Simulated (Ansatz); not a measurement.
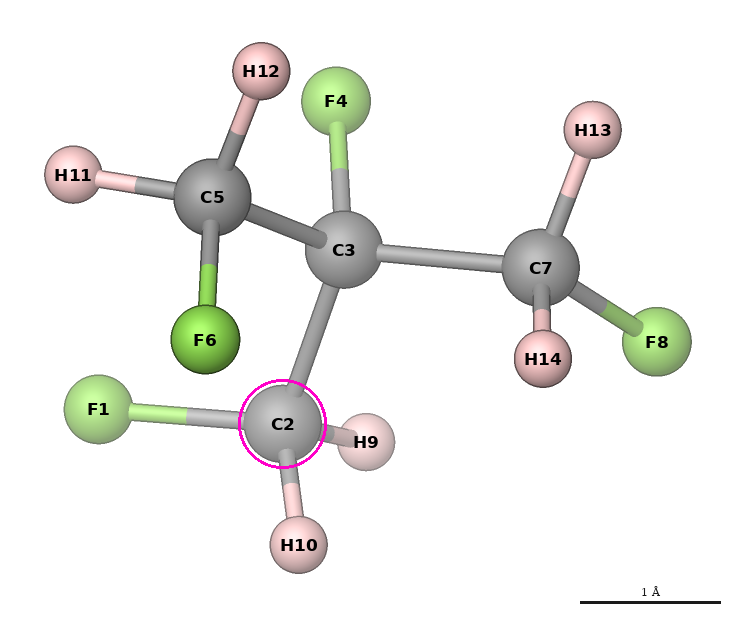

(Drawn from a calculation with Ansatz.)

Orthographic view. Depth is shown by fading: the farther an atom, the more it takes the colour of the background. State: charge +1, doublet. Geometry: the geometry of the neutral molecule.

Q: Which atoms are bonded to the circled atom?

A: The circled atom is C2; it is bonded to F1, C3, H9, H10.

Q: What is the shortest path along bonds from the circled atom to H14?

A: C2–C3–C7–H14, 3 bonds; through space the two are 2.87 Å apart.

Q: Of C3 and C5, which is nearer the viewer?

A: C5; the bond to C3 points away from the viewer, so it looks shorter than its 1.52 Å.

Q: Which atom is farthest from the viewer?

A: H9, 1.9 Å behind the mean position.
